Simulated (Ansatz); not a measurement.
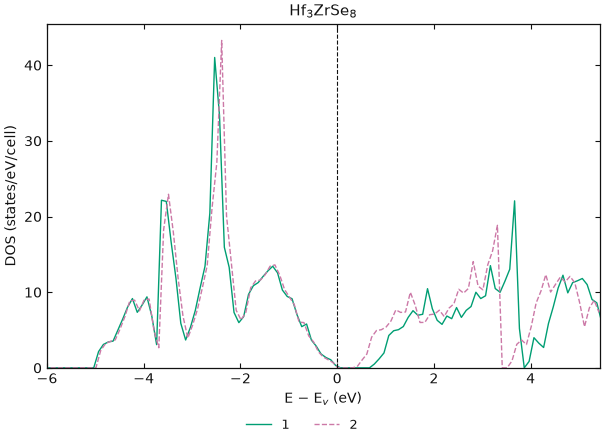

Total densities of states of Hf₃ZrSe₈, space group P-3m1, 12 atoms in the cell, by two methods on the same cell. Each is counted from its own valence-band top.

Q: Which curve is which? The methods: r2SCAN, PBE.

A: 1 is r2SCAN; 2 is PBE. r2SCAN gives a gap of 0.74 eV and PBE gives a gap of 0.43 eV.

Settings. r2SCAN: DFT r2SCAN, scalar-relativistic, plane waves, PAW, no spin polarisation, 12×12×2 k mesh, 500 eV cutoff (Ansatz). PBE: DFT PBE, scalar-relativistic, plane waves, PAW, no spin polarisation, 12×12×2 k mesh, 420 eV cutoff (Ansatz).

The structure is an invented one, so it need not be a known or stable phase. Spin-orbit coupling is left out, which matters for Hf.
